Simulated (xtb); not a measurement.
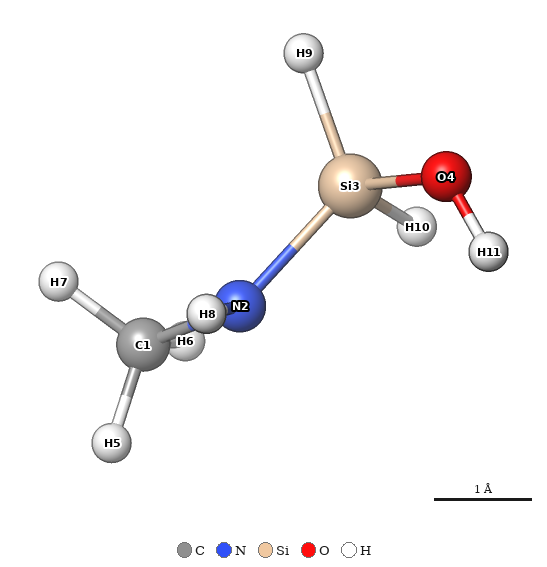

**Figure 1.** The structure (ball-and-stick view, seen at a tilt; atoms are numbered from 1 in the order of the input).

Run report: CH7NOSi, frequency calculation (part 1 of 2)

The run: frequency calculation of CH7NOSi. Method and program: GFN2-xTB (xtb 6.7.1).

The geometry was optimised with GFN2-xTB.

**Input (mol.xyz)**
```
11

C     -1.165855     1.177252    -0.035162
N     -0.522802    -0.087278    -0.295166
Si     1.017653    -0.507014     0.349991
O      1.425734    -1.969943    -0.229880
H     -1.886096     1.403098    -0.824452
H     -0.407768     1.956931    -0.021407
H     -1.690444     1.196212     0.927199
H     -1.201912    -0.830935    -0.378976
H      1.115298    -0.752744     1.787264
H      1.915335     0.553306    -0.111809
H      1.400856    -2.138886    -1.167601
```

**File input.inp**
```
$hess
   step=0.02
$end
```

Launched with:
```bash
xtb mol.xyz --chrg 0 --hess -I input.inp -P 1 > run.log 2> xtb.err
```

**What the program printed**
```
* xtb version 6.7.1
   ID    Z sym.   atoms
    1    6 C      1
    2    7 N      2
    3   14 Si     3
    4    8 O      4
    5    1 H      5-11

           -------------------------------------------------
          |                Calculation Setup                |
           -------------------------------------------------

          program call               : xtb mol.xyz --chrg 0 --hess -I input.inp -P 1
          coordinate file            : mol.xyz
          omp threads                :                     1

           -------------------------------------------------
          |                 G F N 2 - x T B                 |
           -------------------------------------------------

      * Hamiltonian:
        H0-scaling (s, p, d)           1.850000    2.230000    2.230000
        zeta-weighting                 0.500000
      * Dispersion:
        s8                             2.700000
        a1                             0.520000
        a2                             5.000000
        s9                             5.000000
      * Repulsion:
        kExp                           1.500000    1.000000
        rExp                           1.000000
      * Coulomb:
        alpha                          2.000000
        third order                    shell-resolved
        anisotropic                    true
        a3                             3.000000
        a5                             4.000000
        cn-shift                       1.200000
        cn-exp                         4.000000
        max-rad                        5.000000

          ...................................................
          :                      SETUP                      :
          :.................................................:
          :  # basis functions                  29          :
          :  # atomic orbitals                  28          :
          :  # shells                           16          :
          :  # electrons                        26          :
          :  max. iterations                   250          :
          :  Hamiltonian                  GFN2-xTB          :
          :  restarted?                      false          :
          :  GBSA solvation                  false          :
          :  PC potential                    false          :
          :  electronic temp.          300.0000000     K    :
          :  accuracy                    1.0000000          :
          :  -> integral cutoff          0.2500000E+02      :
          :  -> integral neglect         0.1000000E-07      :
          :  -> SCF convergence          0.1000000E-05 Eh   :
          :  -> wf. convergence          0.1000000E-03 e    :
          :  Broyden damping             0.4000000          :
          :  net charge                          0          :
          :  unpaired electrons                  0          :
          ...................................................

 iter      E             dE          RMSdq      gap      omega  full diag
   1    -14.5978590 -0.145979E+02  0.582E+00    5.97       0.0  T
   2    -14.6363372 -0.384782E-01  0.342E+00    5.86       1.0  T
   3    -14.6393720 -0.303480E-02  0.193E+00    6.12       1.0  T
   4    -14.6395003 -0.128347E-03  0.809E-01    5.79       1.0  T
   5    -14.6395023 -0.197061E-05  0.510E-01    6.03       1.0  T
   6    -14.6402395 -0.737209E-03  0.103E-01    5.87       1.0  T
   7    -14.6402416 -0.206543E-05  0.218E-02    5.87       1.4  T
   8    -14.6402421 -0.546087E-06  0.920E-03    5.86       3.3  T
   9    -14.6402422 -0.763854E-07  0.382E-03    5.86       7.9  T
  10    -14.6402422 -0.582317E-08  0.863E-04    5.86      34.9  T
  11    -14.6402422 -0.779446E-09  0.258E-04    5.86     116.8  T

   *** convergence criteria satisfied after 11 iterations ***

         #    Occupation            Energy/Eh            Energy/eV
      -------------------------------------------------------------
         1        2.0000           -0.7469261             -20.3249
       ...           ...                  ...                  ...
         7        2.0000           -0.4960115             -13.4972
         8        2.0000           -0.4796728             -13.0526
         9        2.0000           -0.4636822             -12.6174
        10        2.0000           -0.4605314             -12.5317
        11        2.0000           -0.4286493             -11.6641
        12        2.0000           -0.4088752             -11.1261
        13        2.0000           -0.3632543              -9.8847 (HOMO)
        14                         -0.1477903              -4.0216 (LUMO)
        15                         -0.1337065              -3.6383
        16                         -0.0955875              -2.6011
        17                          0.0066556               0.1811
        18                          0.0146601               0.3989
       ...                                ...                  ...
        28                          0.8025766              21.8392
      -------------------------------------------------------------
                  HL-Gap            0.2154640 Eh            5.8631 eV
             Fermi-level           -0.2555223 Eh           -6.9531 eV

 SCC (total)                   0 d,  0 h,  0 min,  0.012 sec
 SCC setup                      ...        0 min,  0.000 sec (  1.202%)
 Dispersion                     ...        0 min,  0.000 sec (  0.832%)
 classical contributions        ...        0 min,  0.000 sec (  0.277%)
 integral evaluation            ...        0 min,  0.002 sec ( 13.404%)
 iterations                     ...        0 min,  0.006 sec ( 50.731%)
 molecular gradient             ...        0 min,  0.004 sec ( 31.547%)
 printout                       ...        0 min,  0.000 sec (  1.786%)

         :::::::::::::::::::::::::::::::::::::::::::::::::::::
         ::                     SUMMARY                     ::
         :::::::::::::::::::::::::::::::::::::::::::::::::::::
         :: total energy             -14.493661287741 Eh    ::
         :: gradient norm              0.000078729442 Eh/a0 ::
         :: HOMO-LUMO gap              5.863072674456 eV    ::
         ::.................................................::
         :: SCC energy               -14.640238234800 Eh    ::
         :: -> isotropic ES            0.047977637299 Eh    ::
         :: -> anisotropic ES          0.004554550249 Eh    ::
         :: -> anisotropic XC          0.003208153932 Eh    ::
         :: -> dispersion             -0.005388874704 Eh    ::
         :: repulsion energy           0.146576947059 Eh    ::
         :: add. restraining           0.000000000000 Eh    ::
         :: total charge               0.000000000000 e     ::
         :::::::::::::::::::::::::::::::::::::::::::::::::::::

           -------------------------------------------------
          |                Numerical Hessian                |
           -------------------------------------------------
step length          :   0.02000
SCC accuracy         :   0.30000
Hessian scale factor :   1.00000
frozen atoms in %    :   0.00000    0
RMS gradient         :   0.00008
estimated CPU  time      0.01 min

writing file <hessian>.

 projected vibrational frequencies (cm⁻¹)
eigval :       -0.00    -0.00     0.00     0.00     0.00     0.00
eigval :      108.65   158.81   196.04   273.86   334.23   539.81
eigval :      553.70   597.29   754.66   787.05   807.54   840.31
eigval :      903.09  1065.78  1115.89  1166.07  1366.79  1424.17
eigval :     1493.72  1506.06  2227.17  2267.95  2901.19  2969.16
eigval :     3031.10  3426.93  3678.94
           -------------------------------------------------
          |                Property Printout                |
           -------------------------------------------------

    * Orbital Energies and Occupations

         #    Occupation            Energy/Eh            Energy/eV
      -------------------------------------------------------------
         1        2.0000           -0.7469247             -20.3249
         2        2.0000           -0.6465485             -17.5935
         3        2.0000           -0.6162650             -16.7694
         4        2.0000           -0.5660156             -15.4021
         5        2.0000           -0.5415886             -14.7374
         6        2.0000           -0.5138881             -13.9836
         7        2.0000           -0.4960124             -13.4972
         8        2.0000           -0.4796723             -13.0525
         9        2.0000           -0.4636811             -12.6174
        10        2.0000           -0.4605307             -12.5317
        11        2.0000           -0.4286490             -11.6641
        12        2.0000           -0.4088754             -11.1261
        13        2.0000           -0.3632545              -9.8847 (HOMO)
        14                         -0.1477895              -4.0216 (LUMO)
        15                         -0.1337056              -3.6383
        16                         -0.0955867              -2.6010
        17                          0.0066565               0.1811
        18                          0.0146605               0.3989
        19                          0.0902977               2.4571
        20                          0.1575017               4.2858
        21                          0.1699815               4.6254
        22                          0.1905553               5.1853
        23                          0.2102482               5.7211
        24                          0.2612122               7.1079
       ...                                ...                  ...
        28                          0.8025775              21.8392
      -------------------------------------------------------------
                  HL-Gap            0.2154650 Eh            5.8631 eV
             Fermi-level           -0.2555220 Eh           -6.9531 eV

     #   Z          covCN         q      C6AA      α(0)
     1   6 C        3.715    -0.025    21.145     6.570
     2   7 N        2.588    -0.336    28.666     7.952
     3  14 Si       3.466     0.519   101.632    19.595
     4   8 O        1.576    -0.495    22.838     6.449
     5   1 H        0.924     0.034     2.537     2.491
     6   1 H        0.925     0.032     2.552     2.498
     7   1 H        0.924     0.016     2.796     2.615
     8   1 H        0.861     0.140     1.469     1.899
     9   1 H        0.919    -0.081     4.949     3.479
    10   1 H        0.918    -0.099     5.536     3.680
    11   1 H        0.810     0.295     0.734     1.345

 Mol. C6AA /au·bohr⁶  :       1294.077104
 Mol. C8AA /au·bohr⁸  :      37786.051152
 Mol. α(0) /au        :         58.571907
```
